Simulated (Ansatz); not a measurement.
# triplet AlH3 at 6 levels

Wanted: a comparison of 6 runs (UBLYP/3-21G, U-r2SCAN/6-31G*, UCAM-B3LYP/6-31G*, UPBE/6-31G*, UCCSDT/3-21G, UCCSDTQ/6-31G*) of triplet AlH3. 

The calculation is run with Ansatz 0.2.0.

61 further runs of the same task are left out: 2 that didn't finish, 59 set aside as unsound or not needed.

## (1) The structure to begin with

AlH3 has 4 atoms, charge 0, and is taken as a triplet. As SMILES of the parent species, `[H][Al]([H])[H]`. Geometry: a GFN2-xTB relaxation, a rough one for these elements and not checked as a minimum. That shape belongs to the parent species and isn't relaxed for this state.

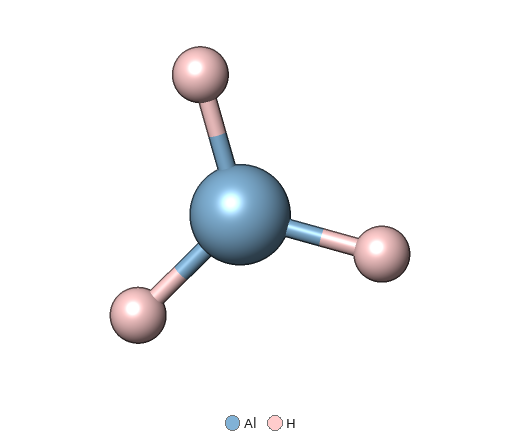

The structure, seen from a chosen angle (aluminium light blue, hydrogen pink).

## (2) A single-point energy at UBLYP/3-21G (run 1)

Contents of molecule.yaml:

```yaml
basis:
  gaussian:
    orbitals: 3-21G.json
crystal:
  periodic: [false, false, false]
  atoms:
    - {symbol: Al, position_ang: [-0.000010, -0.000020, 0.000020]}
    - {symbol: H, position_ang: [1.552650, -0.030520, 0.014610]}
    - {symbol: H, position_ang: [-0.749810, 1.359840, -0.019120]}
    - {symbol: H, position_ang: [-0.802830, -1.329300, 0.004480]}
magnetization:
  spin_polarized: true
  initial_magnetization: 2
hamiltonian:
  xc: {name: BLYP}
accuracy: high
```

The basis set 3-21G is read from a file made from the Basis Set Exchange's data (not shown).

On the command line:

```
$ ansatz run molecule.yaml --threads 1 --pin off --max-ram 2610MiB --events-out events.jsonl --progress --plain --runs-dir runs
```

Standard output:

```text
Warning: RAYON_NUM_THREADS=1 ignored (pool sized by the plan → 1); use --threads N
Functional definition: BLYP
  name "BLYP"
  parameter beta = 0.0042
  parameter a = 0.04918
  parameter b = 0.132
  parameter c = 0.2533
  parameter d = 0.349
  exchange = b88_x(beta = beta)
  correlation = lyp_c(a = a, b = b, c = c, d = d)
374 factors; integrals over basis functions are off by at most 2.8e-9 eV
mean field evaluation 1: about -6602.2400 eV, gradient 6.8e0 eV
mean field evaluation 2: about -6600.8181 eV, gradient 1.3e1 eV
mean field evaluation 4: about -6601.9946 eV, gradient 7.4e0 eV
mean field evaluation 8: about -6602.7362 eV, gradient 1.4e-4 eV
mean field evaluation 16: about -6601.9627 eV, gradient 7.7e0 eV
mean field evaluation 32: about -6602.2338 eV, gradient 5.1e0 eV
mean field -6602.73621760 eV, -242.6460805014 hartree, gradient 2.3e-8 eV, S^2 2.002385; 6 other end points of the search recorded, 0 dependent functions left out
reference -6602.73626200 eV, -242.6460821331 hartree; 9, 7 occupied and 10, 12 virtual orbitals, 374 factors
Total energy: -6602.73626200 eV, -242.6460821331 hartree
```

Wall time 3 s (1 thread of Arm Neoverse V2, shared host); peak memory 0.11 GiB.

## (3) A single-point energy at U-r2SCAN/6-31G(d) (spherical functions) (run 2)

Contents of input.yaml:

```yaml
crystal:
  periodic: [false, false, false]
  atoms:
    - {symbol: Al, position_ang: [-0.000010, -0.000020, 0.000020]}
    - {symbol: H, position_ang: [1.552650, -0.030520, 0.014610]}
    - {symbol: H, position_ang: [-0.749810, 1.359840, -0.019120]}
    - {symbol: H, position_ang: [-0.802830, -1.329300, 0.004480]}
basis:
  gaussian:
    orbitals: 6-31G_st_-spherical.json
magnetization:
  spin_polarized: true
  initial_magnetization: 2
hamiltonian:
  xc: r2scan
accuracy: high
```

The basis set 6-31G* is read from a file made from the Basis Set Exchange's data (not shown).

On the command line:

```
$ ansatz run input.yaml --threads 1 --pin off --max-ram 2610MiB --events-out events.jsonl --progress --plain --runs-dir runs
```

Standard output:

```text
Warning: RAYON_NUM_THREADS=1 ignored (pool sized by the plan → 1); use --threads N
Functional definition: r2SCAN
  name "r2SCAN"
  parameter k0 = 0.174
  parameter k1 = 0.065
  parameter a1 = 4.9479
  exchange = r2scan_x(k0 = k0, k1 = k1, a1 = a1)
  correlation = r2scan_c
453 factors; integrals over basis functions are off by at most 3.6e-9 eV
mean field evaluation 1: about -6638.1567 eV, gradient 6.1e0 eV
mean field evaluation 2: about -6636.2095 eV, gradient 1.4e1 eV
mean field evaluation 4: about -6638.1146 eV, gradient 6.0e0 eV
mean field evaluation 8: about -6638.6094 eV, gradient 1.8e-1 eV
mean field evaluation 16: about -6638.6099 eV, gradient 4.5e-8 eV
mean field evaluation 32: about -6638.1379 eV, gradient 5.1e0 eV
mean field -6638.60989399 eV, -243.9644137929 hartree, gradient 2.8e-8 eV, S^2 2.006162; 6 other end points of the search recorded, 0 dependent functions left out
reference -6638.60989836 eV, -243.9644139535 hartree; 9, 7 occupied and 15, 17 virtual orbitals, 453 factors
Total energy: -6638.60989836 eV, -243.9644139535 hartree
```

Run time: 9 s. Hardware: 1 thread of Arm Neoverse V2, shared host; peak memory 0.19 GiB.

## (4) A single-point energy at UCAM-B3LYP/6-31G(d) (spherical functions) (run 3)

Changes to molecule.yaml since step 2:

```diff
@@ -1,4 +1 @@
-basis:
-  gaussian:
-    orbitals: 3-21G.json
 crystal:
@@ -10,2 +7,5 @@
     - {symbol: H, position_ang: [-0.802830, -1.329300, 0.004480]}
+basis:
+  gaussian:
+    orbitals: 6-31G_st_-spherical.json
 magnetization:
@@ -14,3 +14,3 @@
 hamiltonian:
-  xc: {name: BLYP}
+  xc: {name: CAM-B3LYP}
 accuracy: high
```

The basis set 6-31G* is read from a file made from the Basis Set Exchange's data (not shown).

On the command line:

```
$ ansatz run molecule.yaml --threads 1 --pin off --max-ram 2610MiB --events-out events.jsonl --progress --plain --runs-dir runs
```

Standard output, cut to the lines that bear on the results:

```text
Warning: RAYON_NUM_THREADS=1 ignored (pool sized by the plan → 1); use --threads N
Functional definition: CAM-B3LYP
  name "CAM-B3LYP"
[...]
453 factors; integrals over basis functions are off by at most 3.6e-9 eV
210 factors; integrals over basis functions are off by at most 1.7e-9 eV
[...]
mean field -6639.06884576 eV, -243.9812799592 hartree, gradient 3.1e-8 eV, S^2 2.019436; 2 other end points of the search recorded, 0 dependent functions left out
reference -6639.06886176 eV, -243.9812805471 hartree; 9, 7 occupied and 15, 17 virtual orbitals, 453 factors
Total energy: -6639.06886176 eV, -243.9812805471 hartree
```

It took 6.3 s on 1 thread of Arm Neoverse V2, shared host; peak memory 0.12 GiB.

Runs 4 to 5 aren't shown in full; the table further down has their settings and results.

## (5) The energy at UCCSDTQ/6-31G(d) (spherical functions) (run 6)

Contents of job.yaml:

```yaml
crystal:
  periodic: [false, false, false]
  atoms:
    - {symbol: Al, position_ang: [-0.000010, -0.000020, 0.000020]}
    - {symbol: H, position_ang: [1.552650, -0.030520, 0.014610]}
    - {symbol: H, position_ang: [-0.749810, 1.359840, -0.019120]}
    - {symbol: H, position_ang: [-0.802830, -1.329300, 0.004480]}
basis:
  gaussian: {orbitals: 6-31G_st_-spherical.json}
correlation: {method: ccsdtq, frozen_orbitals: {Al: 5, H: 0}}
accuracy: high
magnetization: {spin_polarized: true, initial_magnetization: 2}
scf: {omitted_lower_state_checks: [cluster_reference, increment]}
```

The basis set 6-31G* is read from a file made from the Basis Set Exchange's data (not shown).

On the command line:

```
$ ansatz run job.yaml --threads 1 --pin off --max-ram 2610MiB --events-out events.jsonl --progress --plain --runs-dir runs
```

Standard output, cut to the lines that bear on the results:

```text
Warning: RAYON_NUM_THREADS=1 ignored (pool sized by the plan → 1); use --threads N
Functional definition: HF
  name "HF"
[...]
453 factors; integrals over basis functions are off by at most 3.6e-9 eV
[...]
mean field -6623.79699351 eV, -243.4200497407 hartree, gradient 2.1e-8 eV, S^2 2.004990; 5 other end points of the search recorded, 0 dependent functions left out
5 core orbitals not correlated: weight in the atoms' cores, before any rotation towards them, 1.000 or more for the frozen orbitals, at most 0.000 for the correlated occupied ones
reference -6623.79699351 eV, -243.4200497407 hartree; 4, 2 occupied and 15, 17 virtual orbitals, 453 factors
second order -1.38692565 eV of doubles, -0.00000000 eV of singles
cycle   1  -1.74555416 eV  change   -3.6e-1 eV  update   7.0e-2
[...]
cycle  38  -2.13675825 eV  change  -2.8e-10 eV  update  6.8e-10
Total energy: -6625.93375176 eV, -243.4985741581 hartree
Checks for a lower state left out: cluster_reference, increment
```

It took 19 s on 1 thread of Arm Neoverse V2, shared host; peak memory 0.14 GiB.

## (6) All runs side by side

```tsv
run	level	frozen core orbitals	energy (Eh)	⟨S²⟩	wall time
1	UBLYP/3-21G	–	-242.646082	2.002	3 s
2	U-r2SCAN/6-31G* (spherical functions)	–	-243.964414	2.006	9 s
3	UCAM-B3LYP/6-31G* (spherical functions)	–	-243.981281	2.019	6.3 s
4	UPBE/6-31G* (spherical functions)	–	-243.849219	2.002	3.6 s
5	UCCSDT/3-21G	5	-242.155365	2.005	0.58 s
6	UCCSDTQ/6-31G* (spherical functions)	5	-243.498574	2.005	19 s
```

## (7) What came out

| quantity | value |
| --- | --- |
| run 6: total energy | -243.49857 Eh |
| run 6: correlation energy (5 core orbitals frozen) | -78.5 mEh |
| run 6: ⟨S²⟩ of the reference determinant | 2.005 |
| run 6: T1 diagnostic | 0.058 |

What this shows: Totals of different functionals can't be ranked against each other. All runs together took 42 s, the longest 19 s.
